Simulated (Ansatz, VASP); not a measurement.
# Cross-check of Bi2Te2Se between VASP and Ansatz

Wanted: the spread between two codes on one cell, functional and k mesh.

Program: Ansatz 0.2.0. Level of theory: plane waves, with VASP 6.6.1 beside it; relaxation of cell and atoms at r2SCAN. Results are calculated unless marked as measured.

### 1. The structure

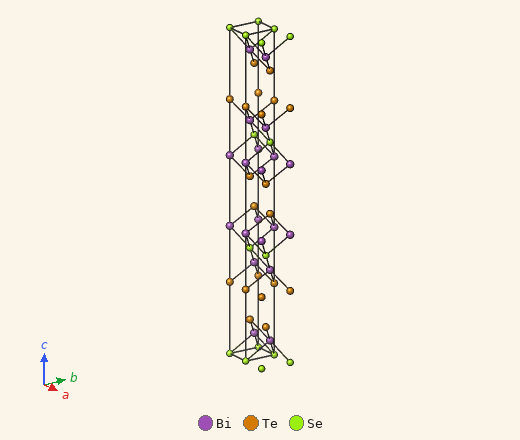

The cell as given, slightly off an axis (bismuth purple, tellurium orange, selenium green). 2×1×1 cells are drawn. This picture shows the conventional cell, with its axes. Bonds to atoms that aren't drawn are left out. Some periodic images of atoms are drawn too.

As a file:

```
Bi Te Se
1.0
     2.16097    1.24764   10.58557
    -2.16097    1.24764   10.58557
     0.00000   -2.49527   10.58557
Bi Te Se
2 2 1
Direct
  0.60828 0.60828 0.60828
  0.39172 0.39172 0.39172
  0.21960 0.21960 0.21960
  0.78040 0.78040 0.78040
  0.00000 0.00000 0.00000
```

### 2. VASP: relaxation of cell and atoms, r2SCAN

The relaxed volume is the usual yardstick between codes: its relative difference is about their pressure difference at one cell divided by the bulk modulus.

Lines of VASP's logs that name or quote its potential files are left out, and so is its time.

The input, INCAR:

```
SYSTEM = Bi2Te2Se
PREC = Accurate
ENCUT = 400
EDIFF = 1E-06
NELM = 100
ISMEAR = 0
SIGMA = 0.05
LREAL = .FALSE.
ALGO = Normal
METAGGA = R2SCAN
LASPH = .TRUE.
NBANDS = 30
LORBIT = 11
LWAVE = .FALSE.
LCHARG = .FALSE.
KPAR = 4
IBRION = 2
NSW = 60
ISIF = 3
EDIFFG = -0.01
```

The input, POSCAR:

```
Bi2Te2Se
1.0
    2.1609687617      1.2476358963     10.5855712543
   -2.1609687617      1.2476358963     10.5855712543
    0.0000000000     -2.4952717926     10.5855712543
Bi Te Se
2 2 1
Direct
    0.6082787600      0.6082787600      0.6082787600
    0.3917212400      0.3917212400      0.3917212400
    0.2195951300      0.2195951300      0.2195951300
    0.7804048700      0.7804048700      0.7804048700
    0.0000000000      0.0000000000      0.0000000000
```

The input, KPOINTS:

```
Automatic mesh
0
Gamma
6 6 6
0 0 0
```

Potentials, in the order of the species: Bi_d, Te and Se (PBE family, release 64).

Started as:

```sh
mpirun -np 4 vasp_std
```

Numbers of over 12 decimals in the logs are rounded to 6 here.

Log:

```text
[banner, memory and clock lines left out]
running    4 mpi-ranks, on    1 nodes
 distrk:  each k-point on    1 cores,    4 groups
 distr:  one band on    1 cores,    1 groups

 POSCAR found type information on POSCAR BiTeSe
 POSCAR found :  3 types and       5 ions
|                                                                             |
|               ----> ADVICE to this user running VASP <----                  |
|                                                                             |
|     You enforced a specific xc type in the INCAR file but a different       |
|     [... a line on the potential file left out ...]
|     I HOPE YOU KNOW WHAT YOU ARE DOING!                                     |
|                                                                             |

 LDA part: xc-table for (None), standard interpolation
 POSCAR, INCAR and KPOINTS ok, starting setup
 FFT: planning ... GRIDC
 FFT: planning ... GRID_SOFT
 FFT: planning ... GRID
 WAVECAR not read
 entering main loop
       N       E                     dE             d eps       ncg     rms          rms(c)
DAV:   1     0.235126659495E+03    0.23513E+03   -0.19978E+04  1928   0.134E+03
DAV:   2    -0.149890843632E+03   -0.38502E+03   -0.37089E+03  2032   0.362E+02
DAV:   3    -0.192389049794E+03   -0.42498E+02   -0.40888E+02  2470   0.139E+02
DAV:   4    -0.194105987380E+03   -0.17169E+01   -0.17099E+01  2282   0.298E+01
DAV:   5    -0.194169376561E+03   -0.63389E-01   -0.63358E-01  2562   0.555E+00    0.610E+00
DAV:   6    -0.183788905690E+03    0.10380E+02   -0.31025E+00  2334   0.205E+01    0.498E+00
DAV:   7    -0.183827484704E+03   -0.38579E-01   -0.55656E-01  2198   0.364E+00    0.211E+00
DAV:   8    -0.183844386910E+03   -0.16902E-01   -0.35446E-02  2078   0.176E+00    0.790E-01
DAV:   9    -0.183848914776E+03   -0.45279E-02   -0.79306E-03  2154   0.687E-01    0.160E-01
DAV:  10    -0.183849055746E+03   -0.14097E-03   -0.85172E-04  2280   0.252E-01    0.110E-01
DAV:  11    -0.183849195101E+03   -0.13935E-03   -0.58637E-04  2016   0.177E-01    0.444E-02
DAV:  12    -0.183849185344E+03    0.97566E-05   -0.45414E-05  2072   0.579E-02    0.174E-02
DAV:  13    -0.183849186165E+03   -0.82002E-06   -0.13318E-05  2342   0.339E-02    0.643E-03
DAV:  14    -0.183849187013E+03   -0.84867E-06   -0.10056E-06  1164   0.945E-03
   1 F= -.18384919E+03 E0= -.18384919E+03  d E =-.183849E+03
 curvature:   0.00 expect dE= 0.000E+00 dE for cont linesearch  0.000E+00
 trial: gam= 0.00000 g(F)=  0.145E-03 g(S)=  0.177E-04 ort = 0.000E+00 (trialstep = 0.100E+01)
 search vector abs. value=  0.162E-03
 bond charge predicted
       N       E                     dE             d eps       ncg     rms          rms(c)
DAV:   1    -0.183849080845E+03    0.10532E-03   -0.47167E-02  2292   0.113E+00    0.454E-02
DAV:   2    -0.183849322047E+03   -0.24120E-03   -0.20149E-03  2508   0.303E-01    0.301E-02
DAV:   3    -0.183849306128E+03    0.15919E-04   -0.11477E-04  2540   0.904E-02    0.119E-02
DAV:   4    -0.183849303849E+03    0.22784E-05   -0.15989E-05  2558   0.360E-02    0.427E-03
DAV:   5    -0.183849303460E+03    0.38982E-06   -0.10808E-06  1146   0.902E-03
   2 F= -.18384930E+03 E0= -.18384930E+03  d E =-.116446E-03
 trial-energy change:   -0.000116  1 .order   -0.000114   -0.000162   -0.000065
 step:   1.6636(harm=  1.6636)  dis= 0.00295  next Energy=  -183.849322 (dE=-0.135E-03)
 bond charge predicted
       N       E                     dE             d eps       ncg     rms          rms(c)
DAV:   1    -0.183849229042E+03    0.74807E-04   -0.20847E-02  2284   0.754E-01    0.303E-02
DAV:   2    -0.183849336121E+03   -0.10708E-03   -0.90042E-04  2530   0.202E-01    0.202E-02
DAV:   3    -0.183849328999E+03    0.71218E-05   -0.49238E-05  2506   0.594E-02    0.811E-03
DAV:   4    -0.183849327757E+03    0.12417E-05   -0.59709E-06  1914   0.221E-02    0.295E-03
DAV:   5    -0.183849327492E+03    0.26563E-06   -0.73259E-07  1044   0.770E-03
   3 F= -.18384933E+03 E0= -.18384933E+03  d E =-.140479E-03
 curvature:  -0.83 expect dE=-0.109E-04 dE for cont linesearch -0.123E-07
 trial: gam= 0.07100 g(F)=  0.768E-05 g(S)=  0.540E-05 ort = 0.155E-05 (trialstep = 0.113E+01)
 search vector abs. value=  0.141E-04
 reached required accuracy - stopping structural energy minimisation
```

Parts of OUTCAR (step 2):

```text
ion  position               nearest neighbor table
   1  0.608  0.608  0.608-   3 3.05   3 3.05   3 3.05   5 3.11   5 3.11   5 3.11
   2  0.392  0.392  0.392-   4 3.05   4 3.05   4 3.05   5 3.11   5 3.11   5 3.11
   3  0.220  0.220  0.220-   1 3.05   1 3.05   1 3.05
   4  0.780  0.780  0.780-   2 3.05   2 3.05   2 3.05
   5  0.000  0.000  0.000-   1 3.11   1 3.11   2 3.11   2 3.11   1 3.11   2 3.11

  LATTYP: Found a trigonal (rhomboedric) cell.
 ALAT       =    10.8756930859
 COS(alpha) =     0.9210389187

 Subroutine GETGRP returns: Found 12 space group operations
 (whereof 12 operations were pure point group operations)

The static configuration has the point symmetry D_3d.

 Found     32 irreducible k-points:

   k-points           NKPTS =     32   k-points in BZ     NKDIM =     32   number of bands    NBANDS=     30

   dimension x,y,z NGX =    72 NGY =   72 NGZ =   72
   dimension x,y,z NGXF=   144 NGYF=  144 NGZF=  144

   ENCUT  =  400.0 eV  29.40 Ry    5.42 a.u.  17.74 17.74 17.74*2*pi/ulx,y,z

   NELECT =      48.0000    total number of electrons

 k-points in reciprocal lattice and weights: Automatic mesh
   0.00000000  0.00000000  0.00000000       0.005
   0.16666667 -0.00000000  0.00000000       0.028
   0.33333333 -0.00000000 -0.00000000       0.028
   0.50000000 -0.00000000  0.00000000       0.014
   0.16666667  0.16666667  0.00000000       0.028
   0.33333333  0.16666667  0.00000000       0.056
   0.50000000  0.16666667  0.00000000       0.056
  -0.33333333  0.16666667  0.00000000       0.056
  -0.16666667  0.16666667  0.00000000       0.028
[...]
-0.33333333  0.50000000  0.33333333       0.028
   0.50000000  0.50000000  0.50000000       0.005

 average (electrostatic) potential at core
       1-113.0070       2-113.0070       3 -94.1170       4 -94.1170       5 -57.3473

 E-fermi :   4.8950

 k-point     1 :       0.0000    0.0000    0.0000
  band No.  band energies     occupation
    ...
     20       3.5001      2.00000
     21       3.5001      2.00000
     22       3.9054      2.00000
     23       3.9054      2.00000
     24       4.6343      2.00000
     25       5.3500      0.00000
     26       6.1427      0.00000
     27       6.1427      0.00000
     28       7.0713      0.00000
     29       7.3458      0.00000
    ...

 k-point     2 :       0.1667   -0.0000    0.0000
  band No.  band energies     occupation
    ...
     20       3.2393      2.00000
     21       3.6041      2.00000
     22       3.7759      2.00000
     23       3.8030      2.00000
     24       4.0983      2.00000
     25       6.1832      0.00000
     26       6.7089      0.00000
     27       6.8125      0.00000
     28       7.3019      0.00000
     29       7.5418      0.00000
    ...

 k-point     3 :       0.3333   -0.0000   -0.0000
  band No.  band energies     occupation
    ...
     20       2.5581      2.00000
     21       2.5779      2.00000
     22       3.5039      2.00000
     23       3.7389      2.00000
     24       4.1031      2.00000
     25       6.0445      0.00000
     26       6.8786      0.00000
     27       7.2390      0.00000
     28       7.8994      0.00000
     29       8.3357      0.00000
    ...

  Total        0.0131690      0.0131690      0.0145732      0.0000000      0.0000000      0.0000000
  in kB        0.1231334      0.1231334      0.1362628      0.0000000      0.0000000      0.0000000
  external PRESSURE =       0.1275098 kB  Pullay stress =       0.0000000 kB

  energy-cutoff  :      400.00
  volume of cell :      171.35
      direct lattice vectors                 reciprocal lattice vectors
     2.161948409  1.248201496 10.582968207     0.231272864  0.133525450  0.031497150
    -2.161948409  1.248201496 10.582968207    -0.231272864  0.133525450  0.031497150
    -0.000000000 -2.496402992 10.582968207     0.000000000 -0.267050900  0.031497150

 POSITION                                       TOTAL-FORCE (eV/Angst)
 -----------------------------------------------------------------------------------
     -0.00000      0.00000     19.30924         0.000000      0.000000     -0.001932
     -0.00000      0.00000     12.43967        -0.000000     -0.000000      0.001932
     -0.00000      0.00000      6.97289         0.000000      0.000000     -0.008709
     -0.00000      0.00000     24.77601        -0.000000     -0.000000      0.008709
     -0.00000     -0.00000      0.00000        -0.000000      0.000000      0.000000
 -----------------------------------------------------------------------------------
    total drift:                               -0.000000     -0.000000      0.000000

  FREE ENERGIE OF THE ION-ELECTRON SYSTEM (eV)
  ---------------------------------------------------
  free  energy   TOTEN  =      -183.8493274917 eV

  energy  without entropy=     -183.8493274917  energy(sigma->0) =     -183.84932749

 reached required accuracy - stopping structural energy minimisation

 total charge
# of ion       s       p       d       tot
------------------------------------------
    1        1.579   1.080   9.943  12.603
    2        1.579   1.080   9.943  12.603
    3        1.399   1.970   0.021   3.390
    4        1.399   1.970   0.021   3.390
    5        1.470   2.360   0.019   3.849
--------------------------------------------------
tot          7.426   8.460  19.948  35.833

[... 3 further parts left out ...]
```

[end of part 1 of 2]

[Lines on the potential files, build, host, timing and source positions are cut from VASP's logs without a mark.]

[Logs are printed without paths, hosts, clocks, repeated set-up lines and the standing remarks that a program may print on its own settings, such as how far it seeks lower states.]

[Hosts, paths, dates, database ids (printed as entryN), source tags and the programs' standing remarks are cut or masked in the printed files.]
